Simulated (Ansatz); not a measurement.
# Fields on a plane of NaHF2 (space group R-3m)

```yaml
crystal:
  lattice:
    - [1.71311, 0.98906, 4.57029]
    - [-1.71311, 0.98906, 4.57029]
    - [0.00000, -1.97813, 4.57029]
  atoms:
    - { symbol: Na, position: [0.00000, 0.00000, 0.00000] }
    - { symbol: H, position: [0.50000, 0.50000, 0.50000] }
    - { symbol: F, position: [0.58278, 0.58278, 0.58278] }
    - { symbol: F, position: [0.41722, 0.41722, 0.41722] }
```

The slice is a (0001) plane (indices of the conventional cell) through the point (0.417, 0.417, 0.417) (fractional), spanned by u = [1 0 -1] and v = [-1 2 -1] in vectors of this cell: u (3.43 Å) and v (5.93 Å, at 90° to u). It covers one period; positions are fractions (u, v).

Atoms on it: F at (0.00, 0.00); F at (0.50, 0.50).

Level of theory: r2SCAN (plane waves to 500 eV, PAW, scalar-relativistic; Ansatz, a first-principles code). k mesh 11×11×11. Near the nuclei the fields are pseudised (PAW); where an atom keeps semicore shells as valence, they peak there. NaHF2 was relaxed with its symmetry unable to fall.

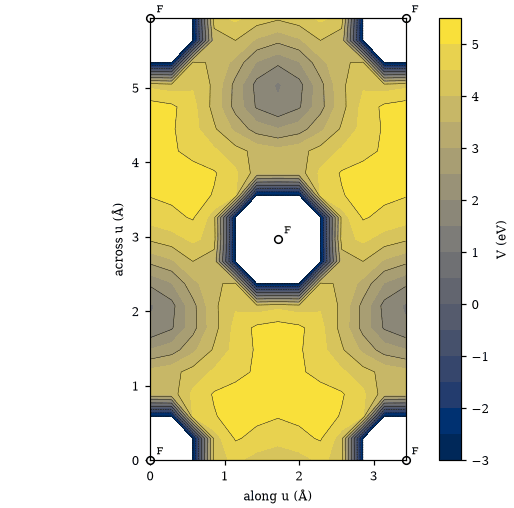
*Electrostatic potential energy of an electron, from the cell's mean, in eV, one period of the plane, atoms marked. Points within 0.5 Å of a nucleus are left white, as the pseudised field means little there. Values under -3 eV are set to -3. The zero, the cell's mean, hangs on the PAW cores.*

```tsv
v \ u	0.00	0.08	0.17	0.25	0.33	0.42	0.50	0.58	0.67	0.75	0.83	0.92
0.90	0.82	0.82	0.75	0.51	0.07	0.01	0.01	0.01	0.07	0.51	0.75	0.82
0.75	0.06	0.03	0.01	0.01	0.01	0.01	0.01	0.01	0.01	0.01	0.01	0.03
0.60	0.00	0.03	0.25	0.56	0.75	0.82	0.83	0.82	0.75	0.56	0.25	0.03
0.45	0.01	0.02	0.27	0.69	0.82	0.78	0.69	0.78	0.82	0.69	0.27	0.02
0.30	0.01	0.01	0.01	0.02	0.15	0.33	0.39	0.33	0.15	0.02	0.01	0.01
0.15	0.70	0.66	0.53	0.30	0.07	0.01	0.00	0.01	0.07	0.30	0.53	0.66
0.00	x	0.67	0.83	0.73	0.41	0.04	0.01	0.04	0.41	0.73	0.83	0.67
```

Values: electron localisation function (ELF). Points within 0.2 Å of a nucleus are blanked (x), as the pseudised field means little there.
